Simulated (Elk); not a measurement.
## CuO (Tenorite): which magnetic order is lowest

Does CuO (Tenorite) prefer parallel or opposed moments, or none?

Main program and level: Elk 11.2.3 (patched build); PBE with U = 6.00 eV on Cu d; all-electron APW+lo, Dirac cores, scalar-relativistic bands.

### Step 1. Starting point

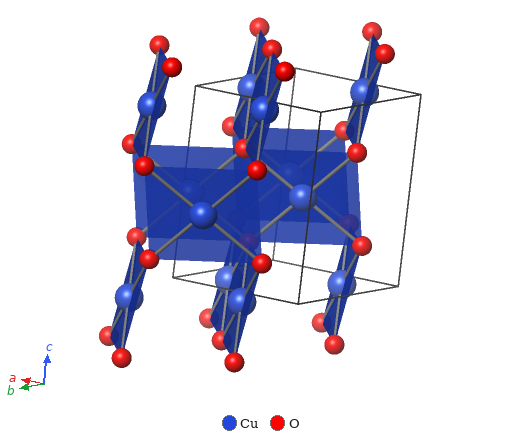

The cell as given, from a free direction (copper blue, oxygen red). 1×2×1 cells are drawn. This picture shows the conventional cell, with its axes. Some periodic images of atoms are drawn too.

### Step 2. Start 1: ferro ++

The parallel start comes first: it fits the smallest cell, keeps the most symmetry and shows whether parallel moments form. A Hubbard term is added for the open shell, at a value in common use.

Moments are seeded by fields in the spheres (the last three columns under atoms), set against the wanted direction and reduced each loop.

elk.in reads:

```
tasks
  0
  33
  73

xctype
  20

rgkmax
  7.0

nempty
  8

swidth
  0.001837

reducebf
  0.6

epsengy
  1e-05

maxscl
  100

lmaxi
  3

lmaxo
  10

lmaxapw
  10

spinpol
  .true.

sppath
  './'

avec
  4.42545512495 -3.23388831707 0.00000000000
  4.42545512495 3.23388831707 0.00000000000
  -1.60631903507 0.00000000000 9.55798793011

atoms
  2
  'Cu.in'
  2
  0.0000000000 0.5000000000 0.0000000000   0.000000 0.000000 -0.100000
  0.5000000000 0.0000000000 0.5000000000   0.000000 0.000000 -0.100000
  'O.in'
  2
  0.5816000000 0.4184000000 0.2500000000   0.000000 0.000000 0.000000
  0.4184000000 0.5816000000 0.7500000000   0.000000 0.000000 0.000000

ngridk
  8 8 8

dft+u
  1 1
  1 2 0.220496 0.000000

plot3d
  0 0 0
  1 0 0
  0 1 0
  0 0 1
  15 15 26
```

On the command line:

```bash
OMP_NUM_THREADS=8 elk
```

Numbers of over 12 decimals in the logs are rounded to 6 here.

Output:

```text
Warning(init1): few empty states an atom for a second variation :    8.000000000
 they are its basis, with spin, DFT+U, afieldc (12 by default), in Hartree-Fock and RDMFT; 30 and more for pressures
Warning(gndstate): core states of species 1 leak from the muffin-tin :   0.9425471840E-03

--- INFO.OUT ---
┌─────────────────────────┐
│ Elk code version 11.2.3 │
└─────────────────────────┘

All units are atomic (Hartree, Bohr, etc.)

┌─────────────────────────────────────────────────┐
│ Ground-state run starting from atomic densities │
└─────────────────────────────────────────────────┘

Lattice vectors :
   4.425455125      -3.233888317       0.000000000
   4.425455125       3.233888317       0.000000000
  -1.606319035       0.000000000       9.557987930

Reciprocal lattice vectors :
  0.7098914270     -0.9714598482      0.1193046194
  0.7098914270      0.9714598482      0.1193046194
  -0.000000000       0.000000000      0.6573753130

Unit cell volume      :    273.5769050
Brillouin zone volume :   0.9066928124

Muffin-tin inner radius fraction :   0.1000000000E-01

Nuclei treated as point charges

Species : 1 (Cu)
 parameters loaded from : Cu.in
 name : copper
 nuclear charge    :   -29.00000000
 electronic charge :    29.00000000
 atomic mass :    115837.2717
 muffin-tin radius :    2.077959018
 number of radial points in muffin-tin :    993
 inner part over the whole radius :   0.9847910658E-02
 number on inner part of muffin-tin    :    698
 approximate nuclear radius :   0.7406004541E-04
 number of mesh points to nuclear radius :    339
 atomic positions (lattice), magnetic fields (Cartesian) :
  1 :   0.00000000  0.00000000  0.00000000    0.00000000  0.00000000 -0.10000000
  2 :   0.50000000  0.50000000  0.50000000    0.00000000  0.00000000 -0.10000000

Species : 2 (O)
 parameters loaded from : O.in
 name : oxygen
 nuclear charge    :   -8.000000000
 electronic charge :    8.000000000
 atomic mass :    29165.12205
 muffin-tin radius :    1.558469264
 number of radial points in muffin-tin :    593
 inner part over the whole radius :   0.9915534517E-02
 number on inner part of muffin-tin    :    406
 approximate nuclear radius :   0.5115538663E-04
 number of mesh points to nuclear radius :    175
 atomic positions (lattice), magnetic fields (Cartesian) :
  1 :  -0.41840000 -0.08160000  0.25000000    0.00000000  0.00000000  0.00000000
  2 :   0.41840000  0.08160000 -0.25000000    0.00000000  0.00000000  0.00000000

Total number of atoms per unit cell :    4
Total muffin-tin volume :    106.8786495
 ratio of muffin-tin to unit cell volume :   0.3906713160

Spin treatment :
 spin-polarised
 global magnetic field (Cartesian) :    0.000000000       0.000000000       0.000000000
 collinear magnetisation in z-direction

Number of Bravais lattice symmetries :    4
Number of crystal symmetries         :    4
Crystal has inversion symmetry
Real symmetric eigensolver will be used

k-point grid :      8     8     8
k-point offset :    0.000000000       0.000000000       0.000000000
k-point set is reduced with full crystal symmetry group
Total number of k-points :      150

Muffin-tin radius times maximum |G+k| :    7.000000000
 using average radius
Maximum |G+k| for APW functions       :    3.849931558
Maximum (1/2)|G+k|²                   :    7.410986500
Maximum |G| for potential and density :    12.00000000
Constant for pseudocharge density :    6
 order of it for each species :   13  13
 order of it for pair densities of each species (exact exchange by exxq0 0: 17) :   13   5
Radial integration step length :    1

G-vector grid sizes :     21    21    40
Number of G-vectors :     7981

Maximum angular momentum used for
 APW functions            :   10
 outer part of muffin-tin :   10
 inner part of muffin-tin :    3

Total nuclear charge    :   -74.00000000
Total core charge       :    28.00000000
Total valence charge    :    46.00000000
Total excess charge     :    0.000000000
Total electronic charge :    74.00000000

Effective Wigner radius, rₛ :   0.9592232593

Number of empty states         :     32
Total number of valence states :    112
Total number of core states    :     28

Third-order local-orbitals added for an l without core states : T
Total number of local-orbitals :     60

Exchange-correlation functional :     20     0     0
 Perdew-Burke-Ernzerhof, Phys. Rev. Lett. 77, 3865 (1996)
 gradient requirement :    1
 generalised gradient approximation (GGA)

DFT+U calculation
 fully localised limit (FLL)
 see Phys. Rev. B 52, R5467 (1995)
 species : 1 (Cu), l = 2, U =   0.22049600, J =   0.00000000

Smearing type :    3
 Fermi-Dirac
Smearing width :   0.1837000000E-02
Effective electronic temperature (K) :    580.0787206

Mixing type :    3
 Broyden mixing, J. Phys. A: Math. Gen. 17, L317 (1984)

Kohn-Sham potential initialised from atomic data

┌──────────────────────────────┐
│ Self-consistent loop started │
└──────────────────────────────┘

┌─────────────────┐
│ Loop number : 1 │
└─────────────────┘

Energies :
 Fermi                       :     0.224964
 sum of occupied eigenvalues :     -1974.7530844457
 electron kinetic            :      3498.7320048794
 core electron kinetic       :      3114.1838267618
 Coulomb                     :     -6807.8452983602
 Coulomb potential           :     -5309.4719427501
 nuclear-nuclear             :     -560.29782460330
 electron-nuclear            :     -7202.2779952100
 Hartree                     :      954.73052145311
 Madelung                    :     -4153.1093269851
 xc potential                :     -163.84544077593
 xc effective B-field        :    -0.109646
 external B-field            :      0.000000
 exchange                    :     -147.62850915304
 correlation                 :     -3.310010
 DFT+U                       :      1.552626
 electron entropic           :    -0.68242067247244E-03
 total energy                :     -3458.4998686318
 (external B-field energy excluded from total)

Density of states at Fermi energy :    60.87257956
 (states/Hartree/unit cell)

Estimated indirect band gap :   0.3558390845E-03
 from k-point 45 to k-point 15
Estimated direct band gap   :   0.2277304733E-02
 at k-point 45

Charges :
 core                        :    28.00000000
 valence                     :    46.00000000
 interstitial                :    5.385425530
 muffin-tins (core leakage)
  species : 1 (Cu)
   atom 1                    :    26.60798127     (  0.1038981802E-02)
   atom 2                    :    26.60798127     (  0.1038981802E-02)
  species : 2 (O)
   atom 1                    :    7.699305963     ( -0.8975641208E-07)
   atom 2                    :    7.699305963     ( -0.8975641208E-07)
 total in muffin-tins        :    68.61457447
 total calculated charge     :    73.99791202
 total charge                :    74.00000000
 error                       :   0.2087980685E-02

Moments :
 interstitial                :  -0.2778549254
 muffin-tins
  species : 1 (Cu)
   atom 1                    :    1.220218312
   atom 2                    :    1.220218312
  species : 2 (O)
   atom 1                    :   0.4150469765E-01
   atom 2                    :   0.4150469765E-01
 total in muffin-tins        :    2.523446019
 total moment                :    2.245591094

┌─────────────────┐
│ Loop number : 2 │
└─────────────────┘

Energies :
 Fermi                       :     0.195213
 sum of occupied eigenvalues :     -1976.3889342213
 electron kinetic            :      3502.0680021821
 core electron kinetic       :      3113.1057956860
 Coulomb                     :     -6814.1032382682
 Coulomb potential           :     -5304.2148426420
 nuclear-nuclear             :     -560.29782460330
 electron-nuclear            :     -7220.0910872864
 Hartree                     :      966.28567362153
 Madelung                    :     -4161.9958169472
 xc potential                :     -174.08089111406
 xc effective B-field        :    -0.122661
 external B-field            :      0.000000
 exchange                    :     -148.27139775859
 correlation                 :     -3.310393
 DFT+U                       :      1.677977
 electron entropic           :    -0.30020130611200E-03
 total energy                :     -3461.9393501402
 (external B-field energy excluded from total)

Density of states at Fermi energy :    28.73525720
 (states/Hartree/unit cell)

Estimated indirect band gap :   0.1211576186E-02
 from k-point 84 to k-point 48
Estimated direct band gap   :   0.5795084128E-02
 at k-point 48

Charges :
 core                        :    28.00000000
 valence                     :    46.00000000
 interstitial                :    5.056734695
 muffin-tins (core leakage)
  species : 1 (Cu)
   atom 1                    :    26.81278371     (  0.1032508574E-02)
   atom 2                    :    26.81278371     (  0.1032508574E-02)
  species : 2 (O)
   atom 1                    :    7.658848939     ( -0.8943723895E-07)
   atom 2                    :    7.658848939     ( -0.8943723895E-07)
 total in muffin-tins        :    68.94326531
 total calculated charge     :    73.99792517
 total charge                :    74.00000000
 error                       :   0.2074831368E-02

Moments :
 interstitial                :  -0.2315757432
 muffin-tins
  species : 1 (Cu)
   atom 1                    :    1.159401310
   atom 2                    :    1.159401310
  species : 2 (O)
   atom 1                    :   0.2317538482E-01
   atom 2                    :   0.2317538482E-01
 total in muffin-tins        :    2.365153389
 total moment                :    2.133577646

RMS change in Kohn-Sham potential (target) :    3.368489245     (  0.1000000000E-05)
Absolute change in total energy (target)   :    3.439481508     (  0.1000000000E-04)

[... loops 3 to 25 left out ...]

┌──────────────────┐
│ Loop number : 26 │
└──────────────────┘

Energies :
 Fermi                       :     0.226623
 sum of occupied eigenvalues :     -1972.8162529699
 electron kinetic            :      3515.7350106430
 core electron kinetic       :      3113.8942020055
 Coulomb                     :     -6825.4985524080
 Coulomb potential           :     -5290.6973660775
 nuclear-nuclear             :     -560.29782460330
 electron-nuclear            :     -7256.2597311520
 Hartree                     :      991.05900334730
 Madelung                    :     -4180.1498693693
 xc potential                :     -197.78660202916
 xc effective B-field        :    -0.67295333979157E-01
 external B-field            :      0.000000
 exchange                    :     -149.06096544906
 correlation                 :     -3.338579
 DFT+U                       :      1.828127
 electron entropic           :    -0.31322719155872E-07
 total energy                :     -3460.3349598984
 (external B-field energy excluded from total)

Density of states at Fermi energy :   0.7695965882E-03
 (states/Hartree/unit cell)

Estimated indirect band gap :   0.3573654466E-01
 from k-point 21 to k-point 20
Estimated direct band gap   :   0.3829987857E-01
 at k-point 21

Charges :
 core                        :    28.00000000
 valence                     :    46.00000000
 interstitial                :    5.016842242
 muffin-tins (core leakage)
  species : 1 (Cu)
   atom 1                    :    27.45686770     (  0.9425471752E-03)
   atom 2                    :    27.45686770     (  0.9425471752E-03)
  species : 2 (O)
   atom 1                    :    7.034711180     ( -0.8428100351E-07)
   atom 2                    :    7.034711180     ( -0.8428100351E-07)
 total in muffin-tins        :    68.98315776
 total calculated charge     :    73.99810644
 total charge                :    74.00000000
 error                       :   0.1893559512E-02

Moments :
 interstitial                :   0.5822514538E-01
 muffin-tins
  species : 1 (Cu)
   atom 1                    :   0.7321278777
   atom 2                    :   0.7321278777
  species : 2 (O)
   atom 1                    :   0.2387589591
   atom 2                    :   0.2387589591
 total in muffin-tins        :    1.941773674
 total moment                :    1.999998819

RMS change in Kohn-Sham potential (target) :   0.2930121288E-06 (  0.1000000000E-05)
Absolute change in total energy (target)   :   0.1342285941E-05 (  0.1000000000E-04)

Convergence targets achieved

┌──────────────────┐
│ Loop number : 27 │
└──────────────────┘

Energies :
 Fermi                       :     0.226623
 sum of occupied eigenvalues :     -1972.8162503749
 electron kinetic            :      3515.7350141123
 core electron kinetic       :      3113.8941993680
 Coulomb                     :     -6825.4985577398
 Coulomb potential           :     -5290.6973557299
 nuclear-nuclear             :     -560.29782460330
 electron-nuclear            :     -7256.2597523526
 Hartree                     :      991.05901921607
 Madelung                    :     -4180.1498798749
 xc potential                :     -197.78661337994
 xc effective B-field        :    -0.67295250067296E-01
 external B-field            :      0.000000
 exchange                    :     -149.06096619068
 correlation                 :     -3.338579
 DFT+U                       :      1.828127
 electron entropic           :    -0.31326745381173E-07
 total energy                :     -3460.3349624307
 (external B-field energy excluded from total)

Density of states at Fermi energy :   0.7697057028E-03
 (states/Hartree/unit cell)

Estimated indirect band gap :   0.3573608640E-01
 from k-point 21 to k-point 20
Estimated direct band gap   :   0.3830048436E-01
 at k-point 21

Charges :
 core                        :    28.00000000
 valence                     :    46.00000000
 interstitial                :    5.016841799
 muffin-tins (core leakage)
  species : 1 (Cu)
   atom 1                    :    27.45686805     (  0.9425471840E-03)
   atom 2                    :    27.45686805     (  0.9425471840E-03)
  species : 2 (O)
   atom 1                    :    7.034711049     ( -0.8428105147E-07)
   atom 2                    :    7.034711049     ( -0.8428105147E-07)
 total in muffin-tins        :    68.98315820
 total calculated charge     :    73.99810644
 total charge                :    74.00000000
 error                       :   0.1893559542E-02

Moments :
 interstitial                :   0.5822628083E-01
 muffin-tins
  species : 1 (Cu)
   atom 1                    :   0.7321272755
   atom 2                    :   0.7321272755
  species : 2 (O)
   atom 1                    :   0.2387589935
   atom 2                    :   0.2387589935
 total in muffin-tins        :    1.941772538
 total moment                :    1.999998819

┌──────────────────────────────┐
│ Self-consistent loop stopped │
└──────────────────────────────┘

Warning : core states of species 1 leak from the muffin-tin :   0.9425471840E-03

Wrote STATE.OUT
```

Run time: 18 min. Hardware: 8 threads of Arm Neoverse V1, shared host; peak memory 0.96 GiB; 2.1 h of CPU time.

Spin moment in the muffin-tin sphere by atom:

```csv
atom,spin moment in the muffin-tin sphere (μB)
Cu1,0.732
Cu2,0.732
O3,0.239
O4,0.239
```

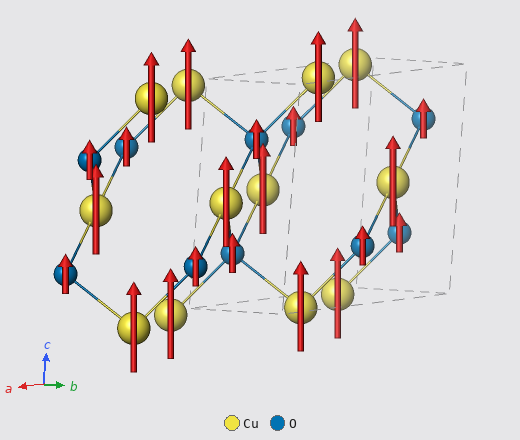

Spin moment in the muffin-tin sphere as arrows, the longest 0.732 μB. Up and down stand for the sign. Arrows give size and sign along the axis of quantisation, drawn up and down the page. Each arrow also spans its atom, so small moments look longer than they are. 2×1×1 conventional cells are drawn. Some periodic images of atoms are drawn too.

Numbers from this step:

```
density of states at the Fermi level : 2.83e-5 states/eV/cell
moment between the spheres           : 0.05823 μB
magnetization                        : 2.000 μB
final state                          : ferromagnetic
```

After 27 cycles the largest moment stands at 0.732 μB.

(Continued in part 2 of 2.)

[Logs and program files are shortened in this print: banners, set-up blocks, solver, clock and traceback lines can be left out without a mark of their own.]

[Logs are printed without paths, hosts, clocks, repeated set-up lines and the standing remarks that a program may print on its own settings, such as how far it seeks lower states.]

[Hosts, paths, dates, database ids (printed as entryN), source tags and the programs' standing remarks are cut or masked in the printed files.]

[Where a cell is said to come from a database of computed structures, the database is the Materials Project.]
